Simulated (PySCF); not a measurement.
C6H7OSi (doublet)

The calculation's input:

```
{"job": {"kind": "epr", "basis": "pcH-1"}, "charge": 0, "multiplicity": 2}
C      0.229600     3.386497     0.600288
C     -0.000334     2.240491     0.326746
C     -0.305227     0.886433     0.004343
C      0.654283     0.040379    -0.253727
C      1.641270    -0.839014    -0.516735
C      2.261186    -1.622241     0.425675
O     -1.641148     0.596030    -0.007039
Si    -2.403456    -0.804198    -0.318179
H      0.443667     4.385531     0.838913
H      1.964546    -0.924458    -1.550529
H      3.039679    -2.308766     0.149450
H      1.982083    -1.568003     1.462568
H     -1.974883    -1.848489     0.614543
H     -3.771852    -0.358560    -0.114414
H     -2.123827    -1.253641    -1.683814
```

Launched as:

```sh
OMP_NUM_THREADS=1 python probes_run.py task.json out
```

Geometry: GFN2-xTB.

Computed with PySCF, UKS B3LYP, pcH-1 on C H O Si, non-relativistic, mean-field spin-orbit, GIAO.

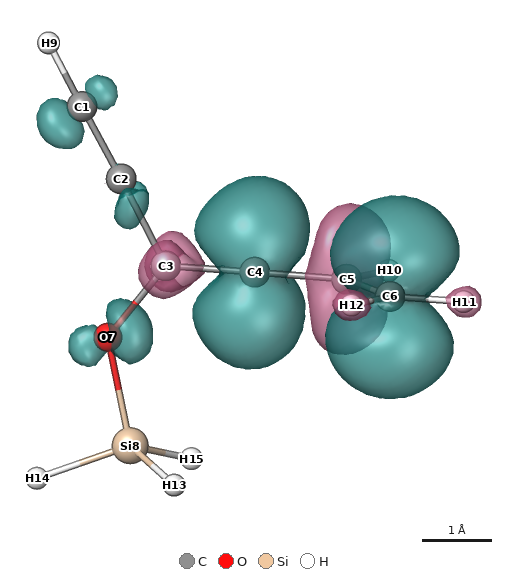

Figure 1. Isosurfaces of the spin density at +0.02 (teal) and −0.02 e/Å³ (pink), seen at a tilt.

Where is the unpaired spin?

Answer. The unpaired spin (1 electron) lies mostly on C6 (about 0.5) and C4 (about 0.4), in electrons by Hirshfeld's partition.

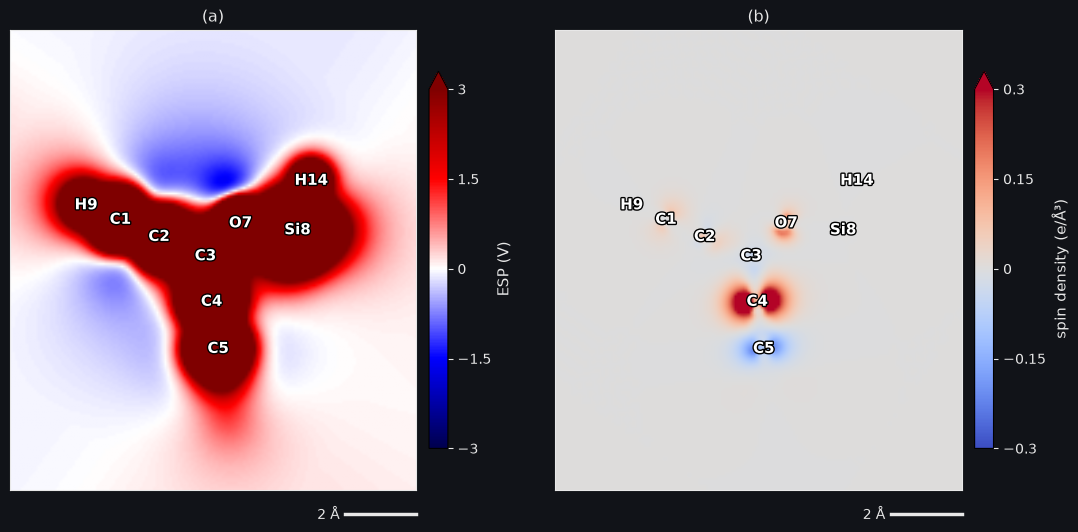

Figure 2. (a) electrostatic potential; (b) spin density on the plane of atoms C4, C3 and O7.

What does the map show?

Answer. The section cuts through C, O, Si and H sites.

Outside the dense part of the molecule the potential is most negative (−1.5 V) near O7.

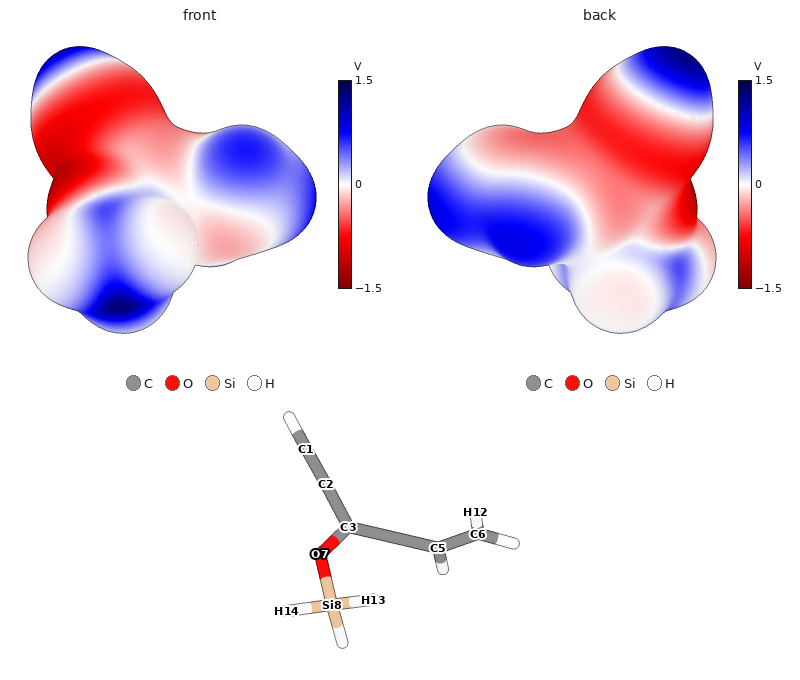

Figure 3. The molecular electrostatic potential painted on the density surface at 0.001 e/bohr³, seen from the front and from behind; red is negative and blue positive. The bare structure is drawn below in the same view.

Where is the surface potential most negative and most positive?

Answer. The most negative region (about −1.1 V, or −25 kcal/mol for a unit charge) lies over O7, the most positive (about +1.3 V, or +30 kcal/mol for a unit charge) over Si8 and H9. O7 is the likeliest acceptor of a hydrogen bond.
